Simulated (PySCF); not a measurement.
**NEVPT2(10,10)/def2-SVP run of BSiH5 (boranylsilane)**

Aim: the vertical ionisation energy of BSiH5 (boranylsilane) at NEVPT2(10,10)/def2-SVP, from 2 runs. The job is set up through a Python script.

The calculation is run with PySCF 2.14.0.

2 further runs of the same task are left out: 2 set aside as unsound or not needed.

## 1. The molecule

The species is BSiH5 (7 atoms), meant as a singlet with charge 0. SMILES: `B[SiH3]`. The coordinates come from a PBE0-D4/def2-TZVP relaxation.

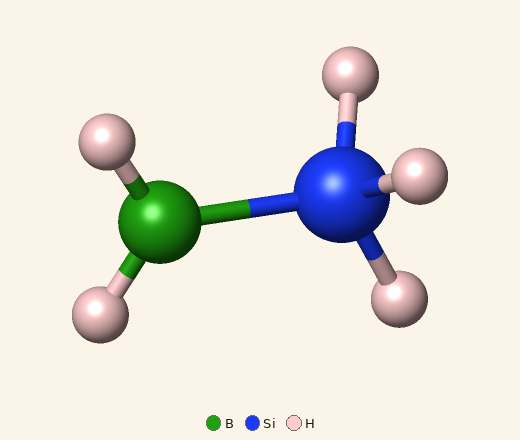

Viewed from a chosen angle; boron green, silicon blue, hydrogen pink.

## 2. The energy at NEVPT2(10,10)/def2-SVP

run.py

```python
# B[SiH3]
import numpy
from pyscf import gto, scf, mp, mcscf, mrpt

molecule = gto.M(
    atom='''
B     -0.043200    -1.189000     0.204300
Si     0.089100     0.785300    -0.148500
H     -1.126000    -1.690600     0.290100
H      0.906400    -1.902500     0.335400
H     -0.616000     1.093400    -1.427200
H     -0.623600     1.516700     0.939600
H      1.474500     1.318800    -0.239500
''',
    verbose=4,
    charge=0,
    max_memory=1860,
    basis='def2-svp',
)

mf = scf.RHF(molecule)
mf.conv_tol = 1e-10
mf.kernel()
if not mf.converged:
    mf = mf.newton().run(mf.mo_coeff, mf.mo_occ)

pt = mp.MP2(scf.addons.convert_to_uhf(mf)).run()
noons, natorbs = mcscf.addons.make_natural_orbitals(pt)
print('natural occupations', numpy.round(noons[:40], 4))
cas = mcscf.CASSCF(mf, 10, 10)
cas.fix_spin_(ss=0.0)
cas.natorb = True
cas.kernel(natorbs)
e_pt2 = mrpt.NEVPT(cas).kernel()
energy = cas.e_tot + e_pt2
print('Final energy', energy)
```

On the command line:

```
$ OMP_NUM_THREADS=1 python run.py
```

The log of the run:

```text
PySCF version 2.14.0

[INPUT] num. atoms = 7
[INPUT] num. electrons = 24
[INPUT] charge = 0
[INPUT] spin (= nelec alpha-beta = 2S) = 0
[INPUT] symmetry False subgroup None
[INPUT] Mole.unit = angstrom
[INPUT] Symbol           X                Y                Z      unit          X                Y                Z       unit  Magmom
[INPUT]  1 B     -0.043200000000  -1.189000000000   0.204300000000 AA   -0.081636168581  -2.246884362108   0.386071047249 Bohr   0.0
[INPUT]  2 Si     0.089100000000   0.785300000000  -0.148500000000 AA    0.168374597699   1.484001925621  -0.280624329498 Bohr   0.0
[INPUT]  3 H     -1.126000000000  -1.690600000000   0.290100000000 AA   -2.127831616260  -3.194770986190   0.548209548736 Bohr   0.0
[INPUT]  4 H      0.906400000000  -1.902500000000   0.335400000000 AA    1.712847759306  -3.595203951985   0.633814142179 Bohr   0.0
[INPUT]  5 H     -0.616000000000   1.093400000000  -1.427200000000 AA   -1.164071292732   2.066226544599  -2.697017124979 Bohr   0.0
[INPUT]  6 H     -0.623600000000   1.516700000000   0.939600000000 AA   -1.178433211279   2.866147613128   1.775586666641 Bohr   0.0
[INPUT]  7 H      1.474500000000   1.318800000000  -0.239500000000 AA    2.786401170671   2.492170813076  -0.452589406833 Bohr   0.0

[... 44 lines left out ...]
converged SCF energy = -316.369695226547
[... 37 lines left out ...]
sorting_mo_energy = False
[... 76 lines left out ...]
1-step CASSCF converged in  31 macro (570 JK 114 micro) steps
[... 3 lines left out ...]
Natural orbital (expansion on meta-Lowdin AOs) in CAS space
[... 25 lines left out ...]
CASSCF energy = -316.437818854653
[... 7 lines left out ...]
Natural orbital (expansion on meta-Lowdin AOs) in CAS space
[... 33 lines left out ...]
Nevpt2 Energy = -0.132569407285301
Final energy -316.57038826193826
```

Run time: 79 s. Hardware: 1 thread of Arm Neoverse V2, shared host; peak memory 0.19 GiB.

## 3. The doublet cation

Edit run.py of step 2 so:

```diff
@@ -1,2 +1 @@
-# B[SiH3]
 import numpy
@@ -4,3 +3,3 @@
 
-molecule = gto.M(
+mol = gto.M(
     atom='''
@@ -14,9 +13,10 @@
 ''',
+    charge=1,
+    max_memory=1860,
+    spin=1,
+    basis='def2-svp',
     verbose=4,
-    charge=0,
-    max_memory=1860,
-    basis='def2-svp',
 )
 
-mf = scf.RHF(molecule)
+mf = mol.ROHF()
 mf.conv_tol = 1e-10
@@ -29,4 +29,4 @@
 print('natural occupations', numpy.round(noons[:40], 4))
-cas = mcscf.CASSCF(mf, 10, 10)
-cas.fix_spin_(ss=0.0)
+cas = mcscf.CASSCF(mf, 10, 9)
+cas.fix_spin_(ss=0.75)
 cas.natorb = True
@@ -34,3 +34,3 @@
 e_pt2 = mrpt.NEVPT(cas).kernel()
-energy = cas.e_tot + e_pt2
-print('Final energy', energy)
+etot = cas.e_tot + e_pt2
+print('E = %.10f Eh' % etot)
```

On the command line:

```
$ OMP_NUM_THREADS=1 python run.py
```

The log of the run:

```text
PySCF version 2.14.0

[INPUT] num. atoms = 7
[INPUT] num. electrons = 23
[INPUT] charge = 1
[INPUT] spin (= nelec alpha-beta = 2S) = 1
[INPUT] symmetry False subgroup None
[INPUT] Mole.unit = angstrom
[INPUT] Symbol           X                Y                Z      unit          X                Y                Z       unit  Magmom
[INPUT]  1 B     -0.043200000000  -1.189000000000   0.204300000000 AA   -0.081636168581  -2.246884362108   0.386071047249 Bohr   0.0
[INPUT]  2 Si     0.089100000000   0.785300000000  -0.148500000000 AA    0.168374597699   1.484001925621  -0.280624329498 Bohr   0.0
[INPUT]  3 H     -1.126000000000  -1.690600000000   0.290100000000 AA   -2.127831616260  -3.194770986190   0.548209548736 Bohr   0.0
[INPUT]  4 H      0.906400000000  -1.902500000000   0.335400000000 AA    1.712847759306  -3.595203951985   0.633814142179 Bohr   0.0
[INPUT]  5 H     -0.616000000000   1.093400000000  -1.427200000000 AA   -1.164071292732   2.066226544599  -2.697017124979 Bohr   0.0
[INPUT]  6 H     -0.623600000000   1.516700000000   0.939600000000 AA   -1.178433211279   2.866147613128   1.775586666641 Bohr   0.0
[INPUT]  7 H      1.474500000000   1.318800000000  -0.239500000000 AA    2.786401170671   2.492170813076  -0.452589406833 Bohr   0.0

[... 48 lines left out ...]
converged SCF energy = -315.992024331629
[... 37 lines left out ...]
sorting_mo_energy = False
[... 36 lines left out ...]
1-step CASSCF converged in  11 macro (171 JK  39 micro) steps
[... 3 lines left out ...]
Natural orbital (expansion on meta-Lowdin AOs) in CAS space
[... 27 lines left out ...]
CASSCF energy = -316.062548765922
[... 7 lines left out ...]
Natural orbital (expansion on meta-Lowdin AOs) in CAS space
[... 35 lines left out ...]
Nevpt2 Energy = -0.115321898327191
E = -316.1778706642 Eh
```

It took 40 s on 1 thread of Arm Neoverse V2, shared host; peak memory 0.19 GiB.

## 4. Summary of results

Level: NEVPT2(10,10)/def2-SVP.

| quantity | value |
| --- | --- |
| singlet BSiH5: total energy | -316.57039 Eh |
| singlet BSiH5: dipole moment (Hartree–Fock density) | 0.58 D |
| singlet BSiH5: HOMO energy (Hartree–Fock orbitals) | -11.47 eV |
| singlet BSiH5: LUMO energy (Hartree–Fock orbitals) | 1.24 eV |
| singlet BSiH5: HOMO–LUMO gap (Hartree–Fock orbitals) | 12.71 eV |
| doublet cation: total energy | -316.17787 Eh |
| vertical ionisation energy (to the doublet cation) | 10.681 eV |

**Reading.** The vertical ionisation energy comes to 10.68 eV (246 kcal/mol). Mulliken charges (singlet BSiH5) of the mean-field density run from -0.14 on H5 to +0.44 on Si2.
